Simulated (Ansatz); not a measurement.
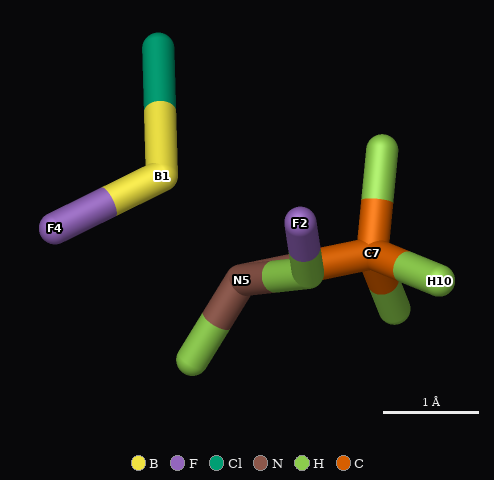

Figure 1. The input geometry (stick view, seen at a tilt; atoms are numbered from 1 in the order of the input). Bond lengths as drawn: B–Cl 1.86 Å, B–F 1.32 Å, C–H 1.11 Å, C–N 1.47 Å, F–H 1.08 Å and H–N 1.06 to 1.17 Å.

**CH5BClF2N: geometry relaxation (part 1 of 2)**

System: CH5BClF2N.
Method: RKS PBE-D4/def2-SVP (Ansatz 0.2.0).

The input holds or restrains some coordinates. Forces given for the steps count only the free coordinates. It belongs to a series of runs on one base structure; here: pulled along the bonds that form and break, towards end A. Figures and captions count atoms from 1; the log counts them from 0 in places.

## The input
```yaml
crystal:
  periodic: [false, false, false]
  atoms:
    - { symbol: B, position_ang: [0.0, 0.0, 0.0] }
    - { symbol: F, position_ang: [0.0, 0.0, 1.67] }
    - { symbol: Cl, position_ang: [1.6108, 0.0, -0.93] }
    - { symbol: F, position_ang: [-1.1431, 0.0, -0.66] }
    - { symbol: "N", position_ang: [0.3891, -1.712, 0.5833] }
    - { symbol: H, position_ang: [-0.178, -2.5344, 0.2289] }
    - { symbol: C, position_ang: [1.4848, -1.9318, 1.5384] }
    - { symbol: H, position_ang: [1.7455, -3.0105, 1.5613] }
    - { symbol: H, position_ang: [2.3726, -1.3436, 1.2255] }
    - { symbol: H, position_ang: [1.1647, -1.6074, 2.5506] }
    - { symbol: H, position_ang: [0.238, -1.0471, 1.5337] }
basis:
  gaussian: { orbitals: def2-SVP }
hamiltonian:
  xc: pbe
  dispersion: d4
relax:
  f_tol: 0.15
  max_steps: 25
  restrain:
    - { distance: [0, 4], at: 2.75, k: 30.0 }
    - { distance: [10, 1], at: 2.12, k: 30.0 }
    - { distance: [0, 1], at: 1.32, k: 30.0 }
    - { distance: [10, 4], at: 1.06, k: 30.0 }
```

Hardware: 4 threads of Arm Neoverse V1, 24 GiB of memory available, shared host.

Run as:
```bash
ansatz run input.yaml --threads 4 --pin off --max-ram 5120MiB --backend cpu --events-out ev --progress --plain --runs-dir out
```

## Log
```
The last accepted step is kept in [file] (removed where the run ends without a failure and the disk answers)
Engine: ansatz 0.2.0, aarch64-unknown-linux-gnu
Functional definition: PBE
  parameter kappa = 0.804
  parameter beta = 0.06672455060314922
  exchange = pbe_x(kappa = kappa, mu = beta*pi^2/3)
  correlation = pbe_c(beta = beta)
1265 factors; their error is unknown
mean field evaluation 1: about -21207.1531 eV, gradient 6.5e1 eV
mean field evaluation 2: about -21141.2150 eV, gradient 1.5e2 eV
mean field evaluation 4: about -21215.8335 eV, gradient 1.2e1 eV
mean field evaluation 8: about -21216.1515 eV, gradient 2.5e-1 eV
mean field evaluation 16: about -21216.0838 eV, gradient 2.6e-3 eV
mean field -21216.08382918 eV, -779.6766999444 hartree, gradient 4.0e-5 eV, S^2 0.000000; 0 other end points of the search recorded, 0 dependent functions left out
the calculation of the forces begins
reference -21216.08386144 eV, -779.6767011297 hartree; 29, 29 occupied and 84, 84 virtual orbitals, 1265 factors
relax step   1: F+E_penalty+E_count = -21216.31471493 eV  Δ(F+E_penalty+E_count) = +0.000e0 eV  max|allowed force component| = 6.861e0 eV/Å  E_restraint = 30.31587705 eV  max|allowed force component, restraints' pulls added| = 3.697e1 eV/Å  Δτ_max = 0.0000 Å  (29 SCF iters, accepted)
  distance B 0 - N 4 = 1.8500 Å
  distance H 10 - F 1 = 1.0824 Å
  distance B 0 - F 1 = 1.6700 Å
  distance H 10 - N 4 = 1.1697 Å
these checks for a lower state are left out or cut short: starts, cluster_reference, orbital_swaps, neighbouring_geometries, increment
1265 factors; their error is unknown
mean field -21216.73167507 eV, -779.7005078415 hartree, gradient 2.2e-5 eV, S^2 0.000000; 0 other end points of the search recorded, 0 dependent functions left out
[... from here on the field's lines of each further geometry are left out, up to the last ...]
relax step   2: F+E_penalty+E_count = -21216.96282148 eV  Δ(F+E_penalty+E_count) = -6.481e-1 eV  max|allowed force component| = 4.056e0 eV/Å  E_restraint = 15.53582662 eV  max|allowed force component, restraints' pulls added| = 2.428e1 eV/Å  Δτ_max = 0.1948 Å  (34 SCF iters, accepted)
relax step   3: F+E_penalty+E_count = -21217.34413654 eV  Δ(F+E_penalty+E_count) = -3.813e-1 eV  max|allowed force component| = 4.341e0 eV/Å  E_restraint = 5.55206069 eV  max|allowed force component, restraints' pulls added| = 1.363e1 eV/Å  Δτ_max = 0.1949 Å  (35 SCF iters, accepted)
relax step   4: F+E_penalty+E_count = -21217.91186510 eV  Δ(F+E_penalty+E_count) = -5.677e-1 eV  max|allowed force component| = 3.977e0 eV/Å  E_restraint = 1.08091194 eV  max|allowed force component, restraints' pulls added| = 5.212e0 eV/Å  Δτ_max = 0.1948 Å  (36 SCF iters, accepted)
relax step   5: F+E_penalty+E_count = -21219.11151745 eV  Δ(F+E_penalty+E_count) = -1.200e0 eV  max|allowed force component| = 3.943e0 eV/Å  E_restraint = 0.12592049 eV  max|allowed force component, restraints' pulls added| = 2.193e0 eV/Å  Δτ_max = 0.1979 Å  (28 SCF iters, accepted)
relax step   6: F+E_penalty+E_count = -21219.93074228 eV  Δ(F+E_penalty+E_count) = -8.192e-1 eV  max|allowed force component| = 2.475e0 eV/Å  E_restraint = 0.04999467 eV  max|allowed force component, restraints' pulls added| = 1.221e0 eV/Å  Δτ_max = 0.1942 Å  (26 SCF iters, accepted)
relax step   7: F+E_penalty+E_count = -21220.15651803 eV  Δ(F+E_penalty+E_count) = -2.258e-1 eV  max|allowed force component| = 1.738e0 eV/Å  E_restraint = 0.03667157 eV  max|allowed force component, restraints' pulls added| = 8.169e-1 eV/Å  Δτ_max = 0.2000 Å  (33 SCF iters, accepted)
relax step   8: F+E_penalty+E_count = -21220.18389850 eV  Δ(F+E_penalty+E_count) = -2.738e-2 eV  max|allowed force component| = 1.234e0 eV/Å  E_restraint = 0.06782594 eV  max|allowed force component, restraints' pulls added| = 2.129e0 eV/Å  Δτ_max = 0.1939 Å  (36 SCF iters, rejected (line search))
relax step   9: F+E_penalty+E_count = -21220.25350372 eV  Δ(F+E_penalty+E_count) = -9.699e-2 eV  max|allowed force component| = 1.072e0 eV/Å  E_restraint = 0.01990043 eV  max|allowed force component, restraints' pulls added| = 4.905e-1 eV/Å  Δτ_max = 0.0944 Å  (30 SCF iters, accepted)
relax step  10: F+E_penalty+E_count = -21220.31690267 eV  Δ(F+E_penalty+E_count) = -6.340e-2 eV  max|allowed force component| = 9.482e-1 eV/Å  E_restraint = 0.01990304 eV  max|allowed force component, restraints' pulls added| = 3.865e-1 eV/Å  Δτ_max = 0.0997 Å  (29 SCF iters, accepted)
relax step  11: F+E_penalty+E_count = -21220.35387439 eV  Δ(F+E_penalty+E_count) = -3.697e-2 eV  max|allowed force component| = 7.132e-1 eV/Å  E_restraint = 0.01397247 eV  max|allowed force component, restraints' pulls added| = 2.431e-1 eV/Å  Δτ_max = 0.1229 Å  (29 SCF iters, accepted)
relax step  12: F+E_penalty+E_count = -21220.37529758 eV  Δ(F+E_penalty+E_count) = -2.142e-2 eV  max|allowed force component| = 5.654e-1 eV/Å  E_restraint = 0.01731485 eV  max|allowed force component, restraints' pulls added| = 4.822e-1 eV/Å  Δτ_max = 0.1706 Å  (28 SCF iters, accepted)
relax step  13: F+E_penalty+E_count = -21220.41564595 eV  Δ(F+E_penalty+E_count) = -4.035e-2 eV  max|allowed force component| = 8.355e-1 eV/Å  E_restraint = 0.01423963 eV  max|allowed force component, restraints' pulls added| = 2.852e-1 eV/Å  Δτ_max = 0.2000 Å  (35 SCF iters, accepted)
relax step  14: F+E_penalty+E_count = -21220.44410104 eV  Δ(F+E_penalty+E_count) = -2.846e-2 eV  max|allowed force component| = 7.027e-1 eV/Å  E_restraint = 0.02276375 eV  max|allowed force component, restraints' pulls added| = 6.820e-1 eV/Å  Δτ_max = 0.1976 Å  (28 SCF iters, accepted)
relax step  15: F+E_penalty+E_count = -21220.45416468 eV  Δ(F+E_penalty+E_count) = -1.006e-2 eV  max|allowed force component| = 8.679e-1 eV/Å  E_restraint = 0.01644563 eV  max|allowed force component, restraints' pulls added| = 5.625e-1 eV/Å  Δτ_max = 0.1212 Å  (29 SCF iters, accepted)
relax step  16: F+E_penalty+E_count = -21220.48332776 eV  Δ(F+E_penalty+E_count) = -2.916e-2 eV  max|allowed force component| = 9.112e-1 eV/Å  E_restraint = 0.01112850 eV  max|allowed force component, restraints' pulls added| = 3.290e-1 eV/Å  Δτ_max = 0.1857 Å  (28 SCF iters, accepted)
relax step  17: F+E_penalty+E_count = -21220.48786514 eV  Δ(F+E_penalty+E_count) = -4.537e-3 eV  max|allowed force component| = 6.332e-1 eV/Å  E_restraint = 0.01221826 eV  max|allowed force component, restraints' pulls added| = 1.890e-1 eV/Å  Δτ_max = 0.0667 Å  (28 SCF iters, accepted)
the calculation of the forces begins
reference -21220.28852420 eV, -779.8312196362 hartree; 29, 29 occupied and 84, 84 virtual orbitals, 1265 factors
relax step  18: F+E_penalty+E_count = -21220.48872909 eV  Δ(F+E_penalty+E_count) = -8.639e-4 eV  max|allowed force component| = 7.904e-1 eV/Å  E_restraint = 0.01117776 eV  max|allowed force component, restraints' pulls added| = 6.811e-2 eV/Å  Δτ_max = 0.0667 Å  (28 SCF iters, accepted)
  distance B 0 - N 4 = 2.7342 Å
  distance H 10 - F 1 = 2.1289 Å
  distance B 0 - F 1 = 1.3294 Å
  distance H 10 - N 4 = 1.0419 Å
1265 factors; their error is unknown
mean field evaluation 160: about -21220.2885 eV, gradient 1.0e-2 eV
```

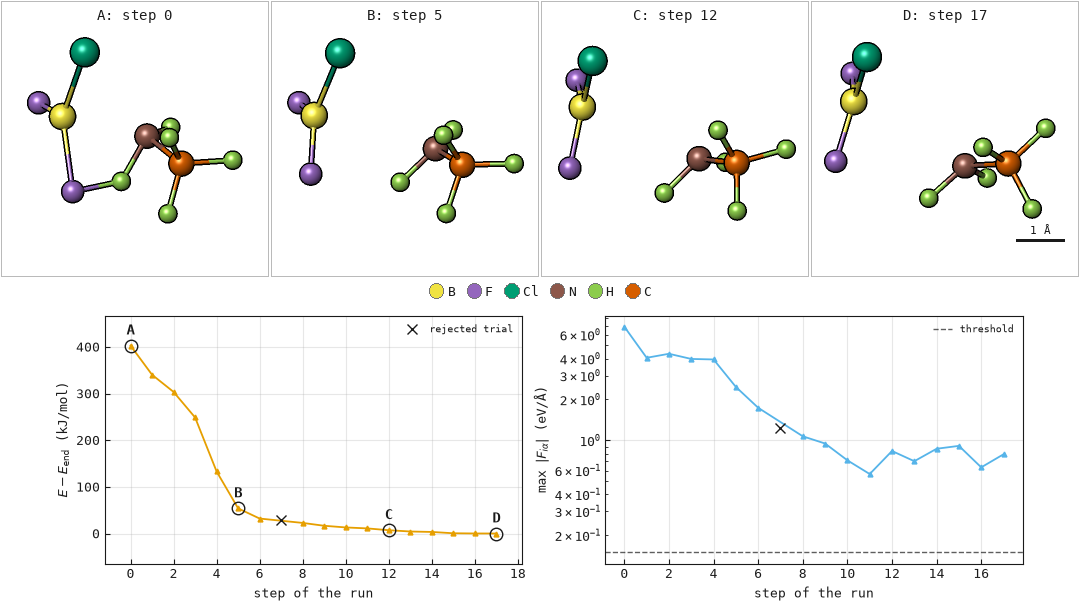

Figure 2. Frames of the restrained relaxation (ball-and-stick view, seen at a tilt) above the curves, on which the letters mark them (the first geometry is step 0 here and step 1 in the log).

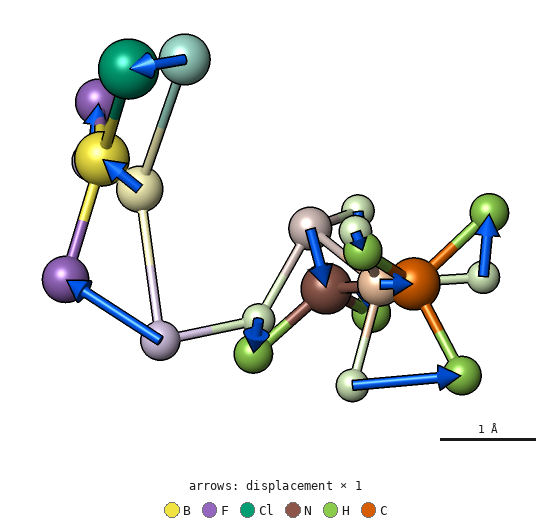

Figure 3. Start (faint) and end (solid) with the displacements as blue arrows, at true length (ball-and-stick view, seen at a tilt). The two geometries are laid on each other by the best rigid fit. The atom that moves furthest after the best rigid fit is F2 (1.24 Å). By element the largest moves are F 1.24 Å, H 1.17 Å, Cl 0.67 Å, N 0.66 Å, B 0.51 Å, C 0.36 Å. Distances before and after: F2–H11 1.082 → 2.129 Å, B1–F2 1.670 → 1.329 Å, N5–H11 1.170 → 1.042 Å, B1–Cl3 1.860 → 1.764 Å. Bonds break: F2–H11 (1.08 → 2.13 Å). Among the angles that change: C7–N5–H11 69.7° → 112.0°, H6–N5–H11 130.1° → 107.5°, H6–N5–C7 120.0° → 112.1°. The energy falls by 402.7 kJ/mol in 17 geometry steps. Largest force component: 6.9 eV/Å at the start, 0.79 eV/Å at the end. The line search rejected the trial step at point 7 (counted from 0) and went back. (Atoms are counted from 1 in the order of the input.)

```
mean field -21220.28848882 eV, -779.8312183360 hartree, gradient 2.2e-5 eV, S^2 0.000000; 1 other end points of the search recorded, 0 dependent functions left out
the calculation of the forces begins
reference -21220.28852420 eV, -779.8312196362 hartree; 29, 29 occupied and 84, 84 virtual orbitals, 1265 factors
Total energy: -21220.48876447 eV, -779.8385783304 hartree
Atom 0 at    -0.068987     0.388176    -0.310140 Å, force     0.177506    -0.480881    -0.011507 eV/Å
Atom 1 at    -0.573986     0.713829     0.875686 Å, force    -0.181820     0.345245     0.146002 eV/Å
Atom 2 at     1.607387     0.788437    -0.687003 Å, force     0.011957    -0.011242     0.019656 eV/Å
Atom 3 at    -0.882280    -0.044851    -1.262653 Å, force    -0.020530    -0.008047    -0.000699 eV/Å
Atom 4 at     0.299413    -1.886952     1.160906 Å, force    -0.212497     0.790358     0.061833 eV/Å
Atom 5 at    -0.335932    -2.692009     1.161472 Å, force    -0.020419    -0.004476    -0.004362 eV/Å
Atom 6 at     1.646798    -2.252494     1.577360 Å, force     0.012243     0.005392     0.044399 eV/Å
Atom 7 at     2.057315    -3.018914     0.889743 Å, force    -0.001322    -0.016984    -0.022355 eV/Å
Atom 8 at     2.313920    -1.369218     1.500533 Å, force    -0.030136     0.005111    -0.008711 eV/Å
Atom 9 at     1.737041    -2.654097     2.616517 Å, force    -0.004035     0.000790    -0.015171 eV/Å
Atom 10 at    -0.116289    -1.158707     1.779278 Å, force     0.269053    -0.625266    -0.209085 eV/Å
Dipole moment:     0.002754    -0.300476     0.333258 e Å
```

## Trajectory as extended XYZ (Å, eV, eV/Å), 18 frames, from step=1 to step=18
```
11
Properties=species:S:1:pos:R:3:forces:R:3 step=1 energy=-21216.31472
B     0.0000    0.0000    0.0000    2.8316  -5.5316   0.8204
F     0.0000    0.0000    1.6700   -1.3077   6.8610   0.3633
Cl    1.6108    0.0000   -0.9300   -0.4973   2.2753   0.0201
F    -1.1431    0.0000   -0.6600   -0.2948   1.0242   0.5907
N     0.3891   -1.7120    0.5833   -1.3811  -1.7721  -1.5170
H    -0.1780   -2.5344    0.2289    0.8782   0.8968   0.8631
C     1.4848   -1.9318    1.5384    1.3334  -1.6384  -0.9991
H     1.7455   -3.0105    1.5613    0.1747   0.1218   0.1938
H     2.3726   -1.3436    1.2255    0.1904  -0.0770   0.1205
H     1.1647   -1.6074    2.5506    0.6507  -0.3168   0.5245
H     0.2380   -1.0471    1.5337   -2.5782  -1.8433  -0.9803
11
Properties=species:S:1:pos:R:3:forces:R:3 step=2 energy=-21216.96282
B    -0.0079    0.1173    0.0177    2.1460  -4.0562   1.6467
F    -0.0364    0.1798    1.6045   -0.3889   2.9451  -2.4497
Cl    1.6013    0.0308   -0.9264   -0.9404   1.9011   0.4184
F    -1.1463    0.0165   -0.6518    0.0025   0.9326   0.5737
N     0.4106   -1.8535    0.6270   -0.9179   3.5324   0.7716
H    -0.1807   -2.5645    0.2350   -0.2240  -1.0045   0.5651
C     1.5090   -1.9600    1.5453    1.7809  -1.9438  -0.1032
H     1.7567   -3.0202    1.5682    0.8656  -0.5533   0.6470
H     2.3755   -1.3455    1.2246    0.1936  -0.1072  -0.0489
H     1.1748   -1.6137    2.5542    0.8148  -0.3560   0.3866
H     0.2279   -1.1738    1.5033   -3.3322  -1.2902  -2.4074
11
Properties=species:S:1:pos:R:3:forces:R:3 step=3 energy=-21217.34414
B    -0.0196    0.2465    0.0443    1.5579  -3.2824   1.2987
F    -0.0569    0.3476    1.5075   -0.0986   1.6368  -2.9444
Cl    1.5852    0.0512   -0.9163   -1.2032   1.7342   0.6743
F    -1.1440    0.0265   -0.6433    0.2954   0.9902   0.6387
N     0.4296   -1.9515    0.6755   -0.8594   4.3412   0.4740
H    -0.1866   -2.5861    0.2402   -0.5621  -1.6981   0.1464
C     1.5342   -1.9862    1.5528    2.2940  -1.9347   0.5200
H     1.7739   -3.0321    1.5793    1.4524  -1.1030   0.9412
H     2.3782   -1.3463    1.2228    0.2662  -0.1157  -0.1355
H     1.1869   -1.6188    2.5578    0.9722  -0.4228   0.2217
H     0.2036   -1.3374    1.4810   -4.1149  -0.1455  -1.8351
```
